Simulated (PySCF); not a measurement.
# TPSSh/aug-cc-pVDZ run of C2H5ClSi (SMILES ClC1C[SiH2]1)

Aim: the vertical singlet–triplet gap of C2H5ClSi at TPSSh/aug-cc-pVDZ, from 2 runs. The job is set up through a Python script.

Program for the calculation: PySCF 2.14.0.

## Step 1: The system as given

C2H5ClSi: 9 atoms, total charge 0, spin state singlet. SMILES: `ClC1C[SiH2]1`. The coordinates come from a PBE0-D4/def2-TZVP relaxation.

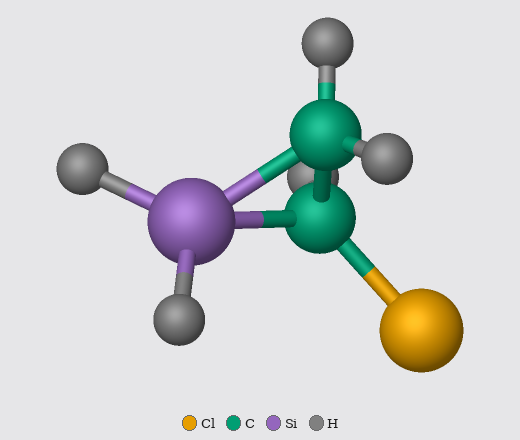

Viewed from a chosen angle; chlorine amber, carbon teal, silicon purple, hydrogen grey.

## Step 2: A single-point energy at TPSSh/aug-cc-pVDZ

Input file calc.py:

```python
# ClC1C[SiH2]1
from pyscf import gto, dft

mol = gto.Mole()
mol.atom = [
    ('Cl', (-0.610200, -0.416600, -2.254300)),
    ('C', (-0.442600, 0.373500, -0.689900)),
    ('C', (0.930400, 0.305100, -0.014300)),
    ('Si', (-0.417500, -0.575100, 0.903900)),
    ('H', (-0.899600, 1.356600, -0.714500)),
    ('H', (1.659300, -0.322300, -0.518200)),
    ('H', (1.345700, 1.248900, 0.324100)),
    ('H', (-0.452800, -2.048100, 0.838700)),
    ('H', (-1.023900, 0.031800, 2.107300)),
]
mol.basis = 'aug-cc-pvdz'
mol.verbose = 4
mol.max_memory = 1860
mol.build()

mf = dft.RKS(mol)
mf.xc = 'tpssh'
mf.grids.level = 2
mf.conv_tol = 1e-10
mf.kernel()
if not mf.converged:
    mf = mf.newton().run(mf.mo_coeff, mf.mo_occ)

e_final = mf.e_tot
print('Final energy', e_final)
```

Started as:

```sh
$ OMP_NUM_THREADS=1 python calc.py
```

Output:

```text
PySCF version 2.14.0

[... 76 lines left out ...]
converged SCF energy = -828.919531794976
Final energy -828.9195317949764
```

Run time: 27 s. Hardware: 1 thread of Arm Neoverse V2, shared host; peak memory 1 GiB.

## Step 3: The triplet

Input file calc.py:

```python
from pyscf import gto, dft

system = gto.M(
    atom='''
Cl    -1.153111    -0.787260    -4.260010
C     -0.836393     0.705813    -1.303722
C      1.758201     0.576555    -0.027023
Si    -0.788961    -1.086781     1.708123
H     -1.699998     2.563602    -1.350209
H      3.135623    -0.609059    -0.979256
H      2.543004     2.360079     0.612460
H     -0.855668    -3.870348     1.584913
H     -1.934891     0.060093     3.982220
''',
    basis='aug-cc-pvdz',
    charge=0,
    max_memory=1860,
    verbose=3,
    spin=2,
    unit='bohr',
)

mf = dft.UKS(system)
mf.xc = 'tpssh'
mf.grids.level = 2
mf.conv_tol = 1e-10
mf.kernel()
if not mf.converged:
    mf = mf.newton().run(mf.mo_coeff, mf.mo_occ)

energy = mf.e_tot
print(f'total energy: {energy:.8f} hartree')
```

Started as:

```sh
$ OMP_NUM_THREADS=1 python calc.py
```

Output:

```text
WARN: HOMO -0.0671392115760621 >= LUMO -0.274956733663758

WARN: HOMO -0.0690264125696136 >= LUMO -0.189558997459668

WARN: HOMO -0.0731933510623266 >= LUMO -0.208877513595271

WARN: HOMO -0.0770869363276265 >= LUMO -0.211857150240592

WARN: HOMO -0.0806202843522477 >= LUMO -0.211315910465181

WARN: HOMO -0.0801623621193888 >= LUMO -0.208905355710601

WARN: HOMO -0.0809622596848247 >= LUMO -0.209621280182445

WARN: HOMO -0.0815209015161051 >= LUMO -0.209519601030036

WARN: HOMO -0.0816479271576305 >= LUMO -0.209473097051188

WARN: HOMO -0.0817432250339221 >= LUMO -0.209703304152851

WARN: HOMO -0.0817339611576946 >= LUMO -0.209696800774682

WARN: HOMO -0.0817520695781657 >= LUMO -0.209723935194965

WARN: HOMO -0.0817566084158381 >= LUMO -0.209733181945452

WARN: HOMO -0.0817572926188115 >= LUMO -0.209735631115485

WARN: HOMO -0.0817575827306172 >= LUMO -0.209734279179259

WARN: HOMO -0.0817565030320613 >= LUMO -0.209733488648403

WARN: HOMO -0.0817569031840897 >= LUMO -0.209734106513993

WARN: HOMO -0.0817569897830976 >= LUMO -0.209734407377894

converged SCF energy = -828.748397995053  <S^2> = 2.0067541  2S+1 = 3.0044994
total energy: -828.74839800 hartree
```

Run time: 78 s. Hardware: 1 thread of Arm Neoverse V2, shared host; peak memory 1 GiB.

## Step 4: Results

At TPSSh/aug-cc-pVDZ:

| quantity | value |
| --- | --- |
| singlet: total energy | -828.91953 Eh |
| singlet: dipole moment | 2.05 D |
| singlet: HOMO energy | -6.41 eV |
| singlet: LUMO energy | -0.68 eV |
| singlet: HOMO–LUMO gap | 5.73 eV |
| triplet: total energy | -828.74840 Eh |
| triplet: dipole moment | 2.05 D |
| triplet: HOMO energy (highest over α and β) | -2.22 eV |
| triplet: ⟨S²⟩ | 2.007 |
| vertical energy of the triplet above the singlet | 4.657 eV |

At this shape the triplet lies 4.66 eV (107 kcal/mol) above the singlet. Mulliken charges (singlet) run from -0.42 on H7 to +0.77 on C3; in a basis this large or diffuse they mean little. Mulliken charges (triplet) run from -0.63 on Si4 to +0.81 on C3; in a basis this large or diffuse they mean little.
